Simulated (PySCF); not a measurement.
# One shape, several levels: SnCl4 (tin tetrachloride)

Aim: a comparison of 6 runs (HF/3-21G, HF/def2-SVP, HF/def2-SVPD, SVWN5/STO-3G, PBE0/def2-SVP, BLYP/def2-TZVP) of SnCl4 (tin tetrachloride). The job is set up through a Python script.

The results are computed with PySCF 2.14.0.

2 further runs of the same task are left out: 2 set aside as unsound or not needed.

## (1) The structure to begin with

SnCl4 has 5 atoms, charge 0, and is taken as a singlet. SMILES: `[Cl][Sn]([Cl])([Cl])[Cl]`. The coordinates come from a PBE0-D4/def2-TZVP relaxation.

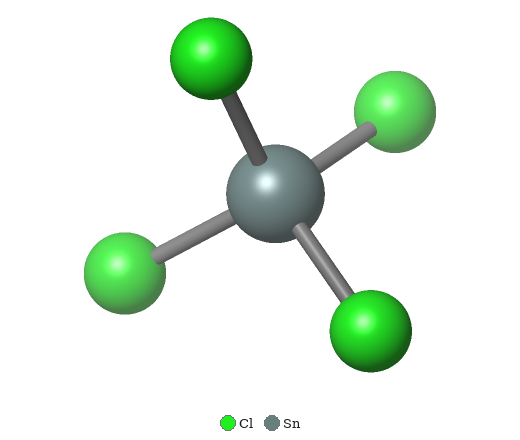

Viewed from a chosen angle; chlorine green, tin teal.

## (2) Energy and forces at HF/3-21G (run 1)

run.py reads:

```python
import pyscf.grad
from pyscf import gto, scf

molecule = gto.M(
    atom='''
Cl    -1.096620    -0.161700     2.000940
Sn    -0.000010     0.000000    -0.000030
Cl     1.898840    -1.273760     0.066050
Cl    -1.361990    -0.748170    -1.678550
Cl     0.559780     2.183620    -0.388420
''',
    spin=0,
    verbose=3,
    max_memory=1860,
    basis='3-21g',
)

mf = scf.RHF(molecule)
mf.conv_tol = 1e-10
mf.kernel()
if not mf.converged:
    mf = mf.newton().run(mf.mo_coeff, mf.mo_occ)

e_tot = mf.e_tot
print(f'total energy: {e_tot:.8f} hartree')
grad = mf.Gradients().kernel()
dip = mf.dip_moment()
pop, q = mf.mulliken_pop()
```

The run is started by

```
OMP_NUM_THREADS=1 python run.py
```

Output:

```text
converged SCF energy = -7825.66681623654
total energy: -7825.66681624 hartree
[... 8 lines left out ...]
Dipole moment(X, Y, Z, Debye): -0.00015,  0.00001, -0.00045
[... 89 lines left out ...]
charge of    4Cl =     -0.43760
```

It took 21 s on 1 thread of Intel Xeon at 2.50GHz (Skylake/Cascade Lake), shared host; peak memory 0.16 GiB.

## (3) Energy and gradient at HF/def2-SVP (core potential) (run 2)

input.py reads:

```python
import pyscf.grad
from pyscf import gto

molecule = gto.M(
    atom='''
Cl    -2.072311    -0.305569     3.781229
Sn    -0.000019     0.000000    -0.000057
Cl     3.588288    -2.407058     0.124816
Cl    -2.573788    -1.413836    -3.172000
Cl     1.057831     4.126444    -0.734007
''',
    max_memory=1860,
    verbose=3,
    ecp={'Sn': 'def2-svp'},
    basis='def2-svp',
    unit='bohr',
)

calc0 = molecule.RHF()
calc0.conv_tol = 1e-10
calc0.kernel()
if not calc0.converged:
    calc0 = calc0.newton().run(calc0.mo_coeff, calc0.mo_occ)

energy = calc0.e_tot
print('Final energy', energy)
grad = calc0.Gradients().kernel()
calc0.analyze()
```

The run is started by

```
OMP_NUM_THREADS=1 python input.py
```

Output:

```text
converged SCF energy = -2050.94866368573
[... 11 lines left out ...]
MO #2   energy= -104.821359068715  occ= 2
[... 11 lines left out ...]
MO #14  energy= -8.05569140855625  occ= 2
[... 11 lines left out ...]
MO #26  energy= -1.4545270056115   occ= 2
[... 11 lines left out ...]
MO #38  energy= -0.502996500052505 occ= 2
[... 11 lines left out ...]
MO #50  energy= 0.232930320391418  occ= 0
[... 11 lines left out ...]
MO #62  energy= 0.855734278809308  occ= 0
[... 11 lines left out ...]
MO #74  energy= 1.03541411362024   occ= 0
[... 11 lines left out ...]
MO #86  energy= 1.29818191077602   occ= 0
[... 11 lines left out ...]
MO #98  energy= 52.2711023604651   occ= 0
[... 6 lines left out ...]
Dipole moment(X, Y, Z, Debye): -0.00016, -0.00000, -0.00046
```

Run time: 24 s. Hardware: 1 thread of Intel Xeon at 2.50GHz (Skylake/Cascade Lake), shared host; peak memory 0.21 GiB.

Runs 3 to 5 aren't shown in full; the table further down has their settings and results.

## (4) Energy and gradient at BLYP/def2-TZVP (core potential) (run 6)

run.py reads:

```python
import pyscf.grad
from pyscf import gto, dft

molecule = gto.Mole()
molecule.atom = '''
Cl      -1.096620      -0.161700       2.000940
Sn      -0.000010       0.000000      -0.000030
Cl       1.898840      -1.273760       0.066050
Cl      -1.361990      -0.748170      -1.678550
Cl       0.559780       2.183620      -0.388420
'''
molecule.ecp = {'Sn': 'def2-svp'}
molecule.max_memory = 1860
molecule.verbose = 4
molecule.basis = 'def2-tzvp'
molecule.spin = 0
molecule.charge = 0
molecule.build()

calc0 = dft.RKS(molecule)
calc0.xc = 'blyp'
calc0.grids.level = 5
calc0.conv_tol = 1e-10
calc0.kernel()
if not calc0.converged:
    calc0 = calc0.newton().run(calc0.mo_coeff, calc0.mo_occ)

etot = calc0.e_tot
print('Final energy', etot)
grad = calc0.Gradients().kernel()
dip = calc0.dip_moment()
pop, q = calc0.mulliken_pop()
```

The run is started by

```
OMP_NUM_THREADS=1 python run.py
```

Output:

```text
PySCF version 2.14.0

[... 56 lines left out ...]
WARN: HOMO 0.188187558861486 == LUMO 0.188187733988688
[... 26 lines left out ...]
converged SCF energy = -2055.27232807079
Final energy -2055.27232807079
[... 12 lines left out ...]
Dipole moment(X, Y, Z, Debye): -0.00018, -0.00000, -0.00039
[... 204 lines left out ...]
charge of    4Cl =     -0.27107
```

Wall time 4.8 min (1 thread of Intel Xeon at 2.50GHz (Skylake/Cascade Lake), shared host); peak memory 3.1 GiB.

## (5) The series

```tsv
run	level	core potential	integration grid	energy (Eh)	dipole moment (D)	HOMO energy (eV)	LUMO energy (eV)	wall time
1	HF/3-21G	–	–	-7825.666816	0.00	-13.75	-0.14	21 s
2	HF/def2-SVP (core potential)	def2-svp	–	-2050.948664	0.00	-13.10	0.82	24 s
3	HF/def2-SVPD (core potential)	def2-svp	–	-2050.974058	0.00	-13.26	0.19	67 s
4	SVWN5/STO-3G	–	5	-7774.498190	0.00	-6.44	-0.97	26 s
5	PBE0/def2-SVP (core potential)	def2-svp	5	-2054.093803	0.00	-9.63	-3.09	67 s
6	BLYP/def2-TZVP (core potential)	def2-svp	5	-2055.272328	0.00	-8.12	-3.99	4.8 min
```

## (6) Summary of results

```
                       quantity           value
            run 6: total energy  -2055.27233 Eh
           run 6: dipole moment          0.00 D
             run 6: HOMO energy        -8.12 eV
             run 6: LUMO energy        -3.99 eV
           run 6: HOMO–LUMO gap         4.13 eV
run 6: largest force on an atom      0.871 eV/Å
```

The HOMO–LUMO gap runs from 4.13 eV (BLYP/def2-TZVP) to 13.91 eV (HF/def2-SVP). The two ends differ in method and basis. Totals of different functionals can't be ranked against each other. Some runs of one species differ in core potentials or relativity; totals across that change don't compare. In run 4 the basis is minimal, so the values are rough. In runs 1, 4 relativity is left out where basis or elements ask for it. All runs together took 8.2 min, the longest 4.8 min.
